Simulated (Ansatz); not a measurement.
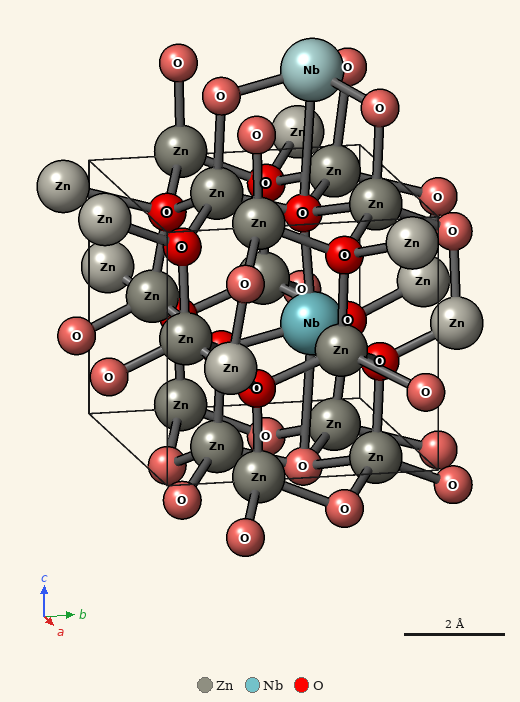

Figure 1. The structure (ball-and-stick view of the cell of the calculation, seen slightly off an axis; neighbours outside the cell are drawn fainter).

## Run report: Zn$_{7}$NbO$_{8}$ (charge +1), single-point calculation

System: Zn$_{7}$NbO$_{8}$ (defect cell, 16 atoms in the cell, total charge +1).
Method: DFT, PBEsol, dispersion d4, plane waves, PAW, no spin polarisation (Ansatz 0.2.0).

Figures and captions count atoms from 1; the log counts them from 0 in places.

The input
```yaml
crystal:
  lattice:
    - [6.459848, 0.000000, 0.000000]
    - [0.000000, 5.594393, 0.000000]
    - [0.000000, 0.000000, 5.214519]
  atoms:
    - { symbol: Zn, position: [0.241624, 0.164570, 0.522289] }
    - { symbol: Zn, position: [0.988209, 0.646329, 0.492234] }
    - { symbol: Zn, position: [0.759250, 0.138228, 0.503466] }
    - { symbol: Zn, position: [0.008648, 0.335542, 0.017589] }
    - { symbol: Zn, position: [0.480574, 0.333377, 0.986809] }
    - { symbol: Zn, position: [0.261539, 0.829454, 0.981736] }
    - { symbol: Zn, position: [0.764166, 0.838138, 0.994026] }
    - { symbol: Nb, position: [0.499093, 0.680033, 0.457180] }
    - { symbol: O, position: [0.015485, 0.325664, 0.368422] }
    - { symbol: O, position: [0.509841, 0.341507, 0.377158] }
    - { symbol: O, position: [0.270782, 0.876289, 0.391899] }
    - { symbol: O, position: [0.754574, 0.856463, 0.368460] }
    - { symbol: O, position: [0.251978, 0.216053, 0.853935] }
    - { symbol: O, position: [0.017302, 0.649368, 0.875078] }
    - { symbol: O, position: [0.706942, 0.140169, 0.850737] }
    - { symbol: O, position: [0.489803, 0.649448, 0.891591] }
kpoints:
  mp_grid: { grid: [2, 2, 2], shift: [0.5, 0.5, 0.5] }
hamiltonian:
  xc: pbesol
  dispersion: d4
total_charge: 1
scf:
  occupations: { method: fermi_dirac, width: 0.01 }
  max_iter: 70
  convergence: { dr2_threshold: 1e-09 }
output:
  forces: true
  eigenvalues: true
  stress: true
```

Run on 7 threads of Arm Neoverse-V2, 14 GiB of memory available, shared host.

Command:
```bash
ansatz run in.yaml --threads 7 --pin off --max-ram 13300MiB --runs-dir r --events-out ev --progress --plain
```

The program's output
```
Pseudopotentials: kind: paw
Functional definition: PBEsol
  exchange = pbesol_x
  correlation = pbesol_c
Crystal: 16 atoms, lattice volume = 188.447 Å³
Basis set: ecut = 420 eV, 3707 PW (Γ), exchange–correlation on 90×80×72 points (8 copies of the dense FFT grid, shifted against one another)
Bands: 88, of which v1, the nominal top of the filled ones, is band 72 counted from 1 (71 counted from 0)
Symmetry: 1 space group operations
Space group: P1 (ITA 1), of the structure as read, at distance tolerance 5.7e-5 Å
k-points: 4 of 8 (time reversal used)
Non-local potential: Zn, projectors of the file, l = 0: 2, l = 1: 2, l = 2: 3, l = 3: 1
Non-local potential: Nb, projectors of the file, l = 0: 3, l = 1: 2, l = 2: 2, l = 3: 1
Non-local potential: O, projectors of the file, l = 0: 2, l = 1: 2, l = 2: 1
PAW form: soft (Blöchl's): semilocal exchange-correlation on the pseudo side does not see the compensation charge
PAW frozen core: Zn, regenerated for the run's functional, and the local potential with it (the file was generated under x = pbe(κ = 0.804, μ = 0.2195149727645171), c = pbe(β = 0.06672455060314922))
PAW frozen core: Nb, regenerated for the run's functional, and the local potential with it (the file was generated under x = pbe(κ = 0.804, μ = 0.2195149727645171), c = pbe(β = 0.06672455060314922))
PAW frozen core: O, regenerated for the run's functional, and the local potential with it (the file was generated under x = pbe(κ = 0.804, μ = 0.2195149727645171), c = pbe(β = 0.06672455060314922))
PAW one-centre angular grid: Zn, 590 points (default); XC on 64 Gauss nodes
PAW one-centre angular grid: Nb, 590 points (default); XC on 64 Gauss nodes
PAW one-centre angular grid: O, 110 points (default); XC on 64 Gauss nodes
Initial density: superposition of atomic densities (neutral atoms scaled as one to the charged cell's electrons: chi_scale 0, normalization atom), corrected by the library's trained network
Initial wavefunctions: pseudopotential atomic-orbital guess
Functional: x = pbesol(κ = 0.804, μ = 0.12345679012345678), c = pbesol(β = 0.046)
SCF iter   1: F=—  HF=-31960.720781 eV  |F-HF|=—  |Δ(HF+E_count)|=         —  Δρ=4.41e-2  dr2=6.76e0  ethr=1.77e-3  ⟨swp⟩=6.0  Hψ=1343  notcnv=0
preconditioner: auto → Resta (q_TF=auto, 2.609 Å⁻¹)  ε∞=7.8  [insulator: Δε(μ)=0.511 eV  Ē_g=12.078 eV  σ=0.010 eV  W_gap=1.00  n_scr=60 (ndim 8)  ℏωp=31.5 eV  f_vac=0.008  D(μ)=0.00/eV (n_scr^D=0)  ε∞_Penn≈7.8]
SCF iter   2: F=—  HF=-31959.772033 eV  |F-HF|=—  |Δ(HF+E_count)|=   9.49e-1  Δρ=1.78e-2  dr2=5.38e-1  ethr=1.77e-3  ⟨swp⟩=2.0  Hψ=583  notcnv=0  defer=34
SCF iter   3: F=—  HF=-31959.706354 eV  |F-HF|=—  |Δ(HF+E_count)|=   6.57e-2  Δρ=1.48e-2  dr2=1.05e0  ethr=3.73e-4  ⟨swp⟩=2.8  Hψ=585  notcnv=0  defer=34
SCF iter   4: F=—  HF=-31959.696426 eV  |F-HF|=—  |Δ(HF+E_count)|=   9.93e-3  Δρ=2.27e-2  dr2=1.51e0  ethr=3.73e-4  ⟨swp⟩=2.0  Hψ=352  notcnv=0  defer=34
SCF iter   5: F=—  HF=-31959.660112 eV  |F-HF|=—  |Δ(HF+E_count)|=   3.63e-2  Δρ=1.34e-2  dr2=6.00e-1  ethr=3.73e-4  ⟨swp⟩=1.0  Hψ=408  notcnv=0  defer=34
SCF iter   6: F=—  HF=-31959.645196 eV  |F-HF|=—  |Δ(HF+E_count)|=   1.49e-2  Δρ=3.97e-3  dr2=6.15e-2  ethr=3.73e-4  ⟨swp⟩=2.0  Hψ=335  notcnv=0  defer=34
SCF iter   7: F=—  HF=-31959.645790 eV  |F-HF|=—  |Δ(HF+E_count)|=   5.94e-4  Δρ=4.79e-3  dr2=9.31e-2  ethr=4.27e-5  ⟨swp⟩=1.0  Hψ=318  notcnv=0  defer=14
automatic band count: iteration 7 solves 83 bands in place of 88: the levels show a gap, and the empty bands left out lie too high to hold charge; the band table lists the bands solved (type scf.n_extra_bands for more)
SCF iter   8: F=—  HF=-31959.643862 eV  |F-HF|=—  |Δ(HF+E_count)|=   1.93e-3  Δρ=2.72e-3  dr2=2.80e-2  ethr=4.27e-5  ⟨swp⟩=4.2  Hψ=696  notcnv=0  defer=34
automatic band count: iteration 8 solves 88 bands in place of 83: the mixer's model of the atoms' shells is made anew from all levels, so the SCF keeps every band
SCF iter   9: F=—  HF=-31959.643019 eV  |F-HF|=—  |Δ(HF+E_count)|=   8.43e-4  Δρ=6.94e-4  dr2=1.88e-3  ethr=1.95e-5  ⟨swp⟩=1.0  Hψ=408  notcnv=0  defer=34
SCF iter  10: F=—  HF=-31959.642967 eV  |F-HF|=—  |Δ(HF+E_count)|=   5.24e-5  Δρ=7.81e-5  dr2=1.34e-5  ethr=1.31e-6  ⟨swp⟩=1.0  Hψ=318  notcnv=0  defer=34
SCF iter  11: F=—  HF=-31959.643144 eV  |F-HF|=—  |Δ(HF+E_count)|=   1.78e-4  Δρ=6.87e-5  dr2=1.41e-5  ethr=9.31e-9  ⟨swp⟩=2.0  Hψ=559  notcnv=0  defer=34
SCF iter  12: F=—  HF=-31959.643138 eV  |F-HF|=—  |Δ(HF+E_count)|=   6.46e-6  Δρ=3.14e-5  dr2=3.50e-6  ethr=9.31e-9  ⟨swp⟩=1.0  Hψ=318  notcnv=0  defer=34
SCF iter  13: F=—  HF=-31959.643137 eV  |F-HF|=—  |Δ(HF+E_count)|=   1.11e-6  Δρ=9.01e-6  dr2=1.39e-7  ethr=2.43e-9  ⟨swp⟩=1.0  Hψ=318  notcnv=0  defer=34
SCF iter  14: F=—  HF=-31959.643137 eV  |F-HF|=—  |Δ(HF+E_count)|=   2.51e-8  Δρ=2.10e-6  dr2=9.62e-9  ethr=9.64e-11  ⟨swp⟩=2.0  Hψ=557  notcnv=0  defer=34
SCF iter  15: F=—  HF=-31959.643137 eV  |F-HF|=—  |Δ(HF+E_count)|=  8.29e-10  Δρ=1.49e-6  dr2=5.02e-9  ethr=6.68e-12  ⟨swp⟩=2.0  Hψ=555  notcnv=0  defer=34
SCF iter  16: F=-31959.643137 eV  HF=-31959.643137 eV  |F-HF|=1.86e-10  |Δ(HF+E_count)|=  5.68e-10  Δρ=5.02e-7  dr2=5.16e-10  ethr=1.00e-12  ⟨swp⟩=8.0  Hψ=1809  notcnv=0
SCF 1 converged in 16 iterations: F = -31959.643137 eV  dr2 = 5.16e-10
  greatest PAW one-centre occupation: 0.998 electrons in one spin orbital (limit 2), on the Nb atom at site 7 (counted from 0), in its partial waves of l = 0
```

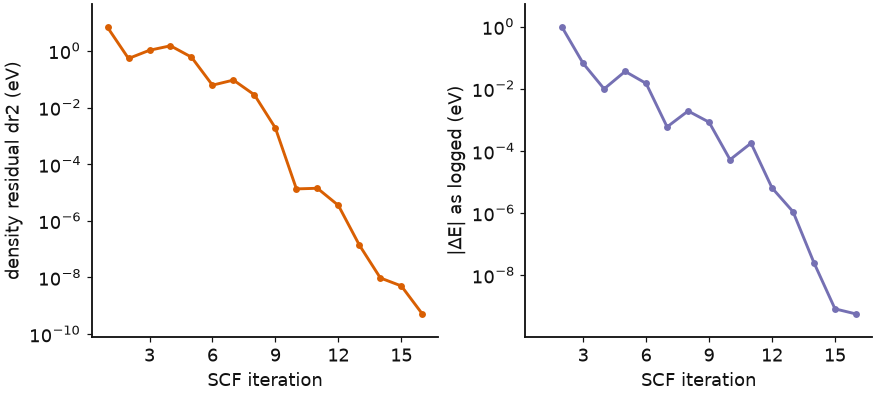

Figure 2. Convergence of the self-consistent field: density residual dr2 and size of the energy change against the SCF iteration. The residual falls almost steadily, with no more than small rises.

```
SCF converged after 16 iterations
Free energy (F): -31959.643137 eV
Harris-Foulkes:  -31959.643137 eV  (|F-HF|=1.86e-10)
Internal energy: -31959.636078 eV  (E = F + TS)
E sigma→0 (E₀):  -31959.639607 eV
Entropy (-TS):   -0.007059 eV (-0.441 meV/atom)
Fermi energy:    10.762599 eV
--- Per-component energies (eV) ---
  E_band       = 135.357542
  E_kinetic    = 2704.981827
  E_local      = -15177.984437  (includes V_loc(G=0)·N_el)
  E_nonlocal   = 4841.565701
  E_hartree    = 6136.850844
  E_xc         = -1695.099177
  E_vxc        = -1312.933528  (∫ρ·V_xc dr)
  E_paw        = -16789.229942  (= ΣΔE_a)
  E_vpaw       = -3193.990523  (= ΣTr[D̂ρ^β])
  E_aug_tail   = 0.016741  (compensation charges beyond the density's cutoff)
  E_ewald      = -11984.591604
  E_disp       = -2.198527  (pairwise vdW)
  E_core_change = 6.052497  (= ΣΔE_core)
  E_smearing   = -0.007059  (= −TS)
  E_closure    = -0.000000  (closes the sum)
  E_deformation_potential = 15.449599  (in the stress; not in F)
  Σ components = -31959.643137   (vs F -31959.643137, Δ=0.00e0)
--- Forces (eV/Å), atoms counted from 1 ---
  atom   1  Zn     0.03551514     2.10727868    -1.16963272
  atom   2  Zn     0.40963768     0.02339567     0.78417794
  atom   3  Zn     0.50275399     4.21613911     0.72163699
  atom   4  Zn    -0.88794539    -0.48846289    -1.29931814
  atom   5  Zn     2.44100784    -0.83480759     1.27595010
  atom   6  Zn    -1.40164540     1.27401801     0.06214709
  atom   7  Zn     0.43074086    -0.53398844    -1.09537597
  atom   8  Nb     0.58891157    -2.03353518     1.66897505
  atom   9  O     -1.10203129     0.04764363     0.97940219
  atom  10  O      0.28018960     1.09191085     0.15620620
  atom  11  O     -0.37449119    -2.39453725    -1.36365185
  atom  12  O     -0.20176514    -3.80187980    -1.46577464
  atom  13  O     -2.03257446    -2.30836744     1.91336865
  atom  14  O     -0.89273443     1.37610968    -0.49536420
  atom  15  O      0.84232576     0.70546685     1.41073612
  atom  16  O      1.36210470     1.55361782    -2.08346903
  max |Σ_I F_I| component: 1.38e-5 eV/Å
--- Stress (GPa, compression-positive) ---
        7.391568      -2.507578       0.266517
       -2.507578      15.074148       3.707273
        0.266518       3.707273      11.028602
  P = ⅓ Tr σ = 11.1648 GPa (111.648 kbar)
--- Band table (eV) ---
  k-point 0: bands = ["-46.3427", "-22.9649", "-22.6126", "-22.3224", "-10.7043", "-10.1840", "-9.6642", "-9.4052", "-9.2135", "-9.1326", "-8.7643", "-8.4424", "1.2366", "1.5719", "1.6917", "1.8870", "1.9458", "2.0526", "2.2113", "2.2868", "2.3602", "2.3855", "2.4756", "2.5389", "2.5999", "2.6935", "2.7719", "2.7937", "2.8686", "2.9102", "3.0118", "3.1733", "3.2171", "3.2909", "3.3664", "3.4289", "3.5368", "3.5685", "3.6809", "3.7062", "3.7778", "3.8145", "3.8680", "3.9616", "4.0555", "4.1219", "4.1741", "4.2316", "4.3853", "4.4403", "4.6042", "4.7583", "4.8163", "4.9339", "5.1740", "5.2749", "5.4361", "5.6749", "5.7484", "6.0421", "6.3420", "6.3976", "6.4738", "6.6653", "6.8995", "7.1204", "7.2803", "7.4808", "7.5531", "7.8355", "8.1338", "10.6659", "10.8920", "10.9605", "11.7204", "12.1082", "12.4926", "13.0597", "13.3308", "13.9844", "14.5931", "14.9064", "15.3119", "15.7192", "16.0604", "16.5136", "16.8795", "17.4084"]
  k-point 1: bands = ["-46.3427", "-22.9648", "-22.6126", "-22.3223", "-10.7038", "-10.1906", "-9.6450", "-9.4098", "-9.2317", "-9.1249", "-8.7661", "-8.4381", "1.2323", "1.5696", "1.6903", "1.8622", "1.9974", "2.0783", "2.1721", "2.2510", "2.3121", "2.3713", "2.5168", "2.5781", "2.6308", "2.6951", "2.7746", "2.8079", "2.8774", "2.9413", "3.0324", "3.1040", "3.2056", "3.2899", "3.3459", "3.4406", "3.5116", "3.5824", "3.6189", "3.7069", "3.7957", "3.8513", "3.8902", "3.9526", "3.9907", "4.0850", "4.1647", "4.2122", "4.3397", "4.5219", "4.6030", "4.7674", "4.8329", "4.9913", "5.0719", "5.4131", "5.5483", "5.6152", "5.8397", "6.0428", "6.1617", "6.3964", "6.6431", "6.7166", "6.9153", "7.0690", "7.1771", "7.3283", "7.5028", "7.9370", "8.1302", "10.7352", "10.8229", "11.0610", "11.6936", "12.1583", "12.4284", "12.8519", "13.4751", "13.8070", "14.7829", "14.8531", "15.2571", "15.6914", "16.2155", "16.6728", "16.8868", "17.3237"]
  k-point 2: bands = ["-46.3427", "-22.9649", "-22.6126", "-22.3223", "-10.7042", "-10.1872", "-9.6473", "-9.4236", "-9.2077", "-9.1355", "-8.7696", "-8.4346", "1.2310", "1.5325", "1.7525", "1.8837", "1.9757", "2.0696", "2.1567", "2.2466", "2.2950", "2.3846", "2.4876", "2.5749", "2.6694", "2.7266", "2.7540", "2.8431", "2.8854", "2.9602", "3.0073", "3.1015", "3.1553", "3.2871", "3.3487", "3.4287", "3.5193", "3.5919", "3.6608", "3.7276", "3.7945", "3.8079", "3.8949", "3.9557", "3.9902", "4.0768", "4.1694", "4.2324", "4.3646", "4.4577", "4.5088", "4.6602", "4.8594", "5.0703", "5.1486", "5.4367", "5.4956", "5.6988", "5.7613", "6.0334", "6.1767", "6.4777", "6.5864", "6.8404", "6.9123", "7.0076", "7.1283", "7.3517", "7.6047", "7.8644", "8.0777", "10.7499", "10.8137", "11.0174", "11.6700", "12.1868", "12.5576", "12.9681", "13.2030", "13.7553", "14.6068", "14.9523", "15.4937", "15.7809", "16.1908", "16.7097", "16.9838", "17.4116"]
  k-point 3: bands = ["-46.3427", "-22.9649", "-22.6126", "-22.3223", "-10.7034", "-10.1822", "-9.6683", "-9.4092", "-9.2159", "-9.1231", "-8.7702", "-8.4381", "1.2438", "1.5149", "1.7514", "1.8490", "1.9650", "2.1092", "2.1507", "2.2763", "2.3350", "2.4334", "2.4894", "2.5566", "2.5927", "2.6890", "2.7210", "2.8306", "2.9022", "2.9424", "2.9760", "3.1260", "3.2107", "3.3001", "3.3979", "3.4468", "3.5413", "3.5933", "3.6739", "3.6955", "3.7848", "3.8267", "3.8656", "3.9713", "4.0217", "4.0987", "4.1688", "4.2406", "4.3609", "4.4509", "4.5262", "4.6684", "4.8348", "5.0303", "5.1312", "5.4209", "5.4806", "5.5597", "5.7789", "5.9916", "6.2311", "6.4612", "6.5227", "6.6932", "7.0103", "7.0730", "7.3127", "7.3811", "7.5291", "7.8964", "8.0846", "10.7003", "10.7723", "11.0469", "11.6862", "12.2436", "12.4785", "13.0728", "13.2942", "13.9895", "14.5695", "14.8124", "15.2040", "15.9180", "16.0485", "16.5728", "16.8978", "17.2922"]
```

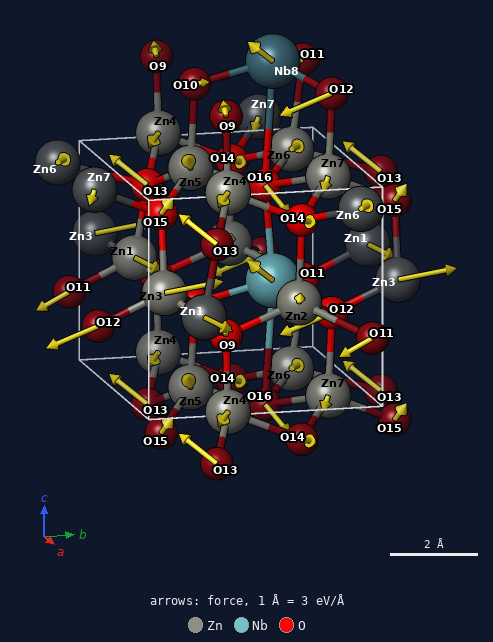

Figure 3. Forces on the atoms as yellow arrows (ball-and-stick view of the cell of the calculation, seen slightly off an axis; neighbours outside the cell are drawn fainter; atoms are numbered from 1 in the order of the input). The largest act on Zn3 (4.31 eV/Å); O12 (4.08 eV/Å); O13 (3.62 eV/Å); O16 (2.93 eV/Å), among others. 

Results in brief

```csv
quantity,value
outcome,converged
electrons treated,144
free energy,−31959.6431 eV
Fermi energy,10.763 eV
pressure,11.16 GPa
largest force (length of the vector),4.307 eV/Å
wall time,2.2 s (CPU time 13 s)
peak memory,0.78 GiB
```

Notes

Settings chosen away from the usual ones: sNb_Zn+q1+t100. The k-point mesh is coarse for a cell of this size, so the results may not be converged.
